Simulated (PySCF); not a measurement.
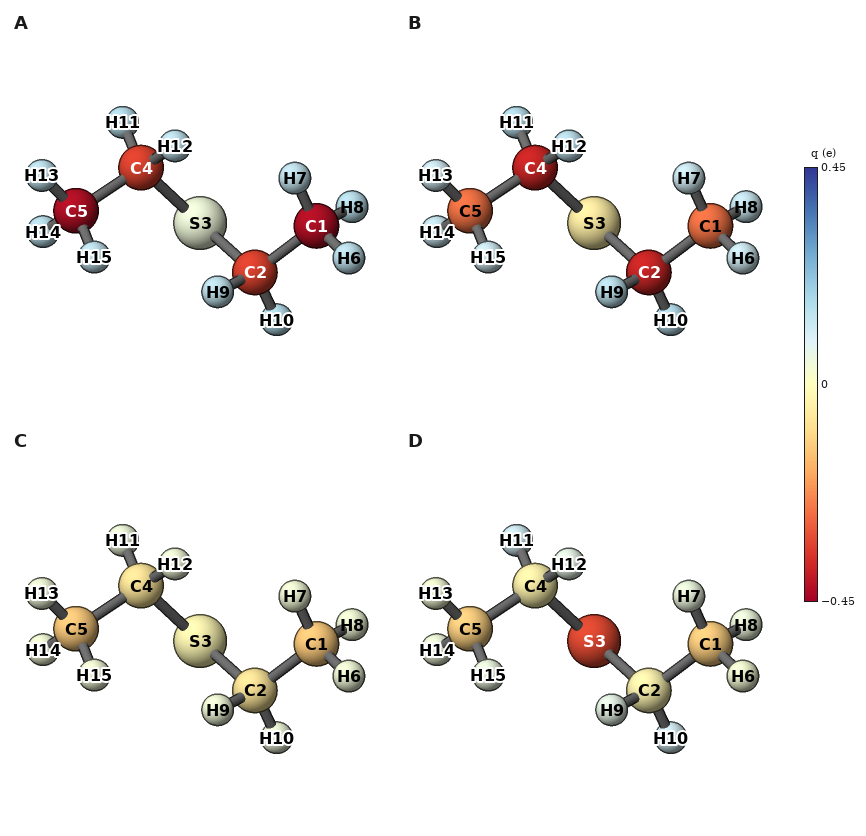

Atomic charges of one calculation by 4 schemes, on one colour scale. The geometry was computed by an optimisation with GFN2-xTB. No frequency run is at hand to confirm it as a minimum. Computed with PBE0/pcSseg-1 (PySCF 2.14.0).

**The schemes are ESP-fitted, Hirshfeld, IAO, Mulliken. Which panel shows which?**

A IAO, B Mulliken, C Hirshfeld, D ESP-fitted.

List the charges (e), one line for each set of equivalent atoms. Atoms whose distances differ by more than 0.02 Å in this geometry are listed apart.

| atom | IAO | Mulliken | Hirshfeld | ESP-fitted |
| --- | --- | --- | --- | --- |
| C1 | −0.42 | −0.26 | −0.12 | −0.12 |
| C2 | −0.33 | −0.38 | −0.07 | −0.03 |
| S3 | 0.04 | −0.05 | −0.02 | −0.32 |
| C4 | −0.33 | −0.38 | −0.07 | −0.03 |
| C5 | −0.42 | −0.26 | −0.12 | −0.11 |
| H6 | 0.14 | 0.12 | 0.04 | 0.03 |
| H7 | 0.14 | 0.12 | 0.04 | 0.05 |
| H8 | 0.15 | 0.12 | 0.04 | 0.05 |
| H9 | 0.14 | 0.15 | 0.04 | 0.07 |
| H10 | 0.16 | 0.16 | 0.05 | 0.11 |
| H11 | 0.16 | 0.16 | 0.05 | 0.11 |
| H12 | 0.14 | 0.15 | 0.04 | 0.07 |
| H13 | 0.14 | 0.12 | 0.04 | 0.03 |
| H14 | 0.15 | 0.12 | 0.04 | 0.05 |
| H15 | 0.14 | 0.11 | 0.04 | 0.05 |
